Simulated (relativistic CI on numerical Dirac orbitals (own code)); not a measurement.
## Relativistic CI calculation for Sc³⁺

Sc³⁺. Computed at this level: Dirac-Coulomb-Breit CI, KLI orbitals optimised for each configuration, model QED (radiative potential, 1s self-energy scaled to tabulated hydrogen-like ionisation energies), valence Slater integrals scaled by 0.8, multiplet model of core-to-valence dipole absorption (relativistic CI on numerical Dirac orbitals, in-house).

Results in brief:

- outcome: converged
- hardware: 1 CPU thread, shared host

Remarks:

To bear in mind: free-ion energies, so absolute edge positions are off by a few eV from solids.

Input:
```
atom Sc  Z=21  charge=3  electrons=18
nucleus A=45  rms_radius_fm=3.5459
hamiltonian dirac-coulomb  breit=on  qed=on  c_scale=1
orbitals kli  potential=per-configuration
slater_scale 0.8
correlation none
mixing on
configurations
  [Ne] 3s2 3p6
  [He] 2s2 2p5 3s2 3p6 3d
end
absorption L2,3 T=300 lorentz=0.4 gauss=0.3
crystal_field free
```

The program writes its results to a structured record and prints no log; tables and figures of this report are taken from that record.

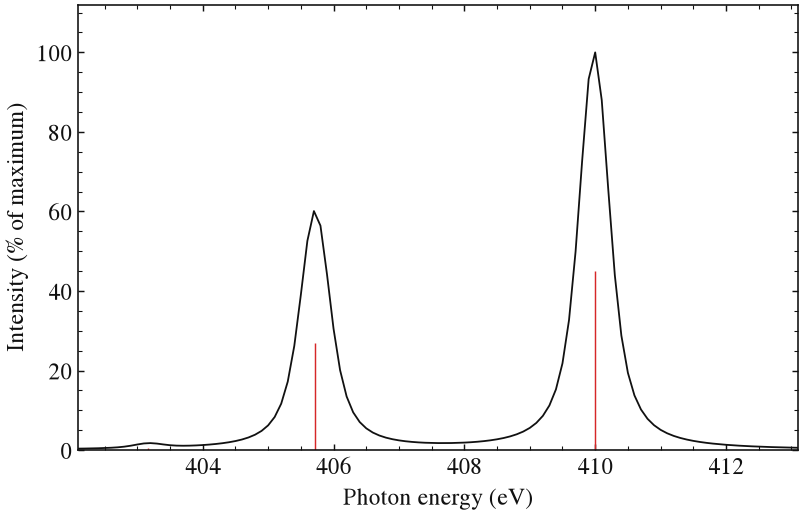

Figure 1. L₂,₃ X-ray absorption of Sc³⁺ (scandium, Z = 21), [Ar], in no crystal field (free ion). Sticks are the strongest transitions, on a scale of their own. Multiplet model: relativistic Dirac–Coulomb–Breit theory, one configuration a step, Slater integrals scaled by 0.8, 300 K, Voigt broadening (Lorentzian 0.4 eV, Gaussian 0.3 eV full widths), computed with a radial Dirac CI code. The main maxima lie at 405.7 eV (60) and 410.0 eV (100), heights in % of the largest; the centroid is at 408.3 eV. The lower edge holds 0.38 of the intensity (branching ratio, edges parted at 408 eV), and the core spin-orbit splitting of the orbitals is 4.88 eV. The ground state has S = 0.00.
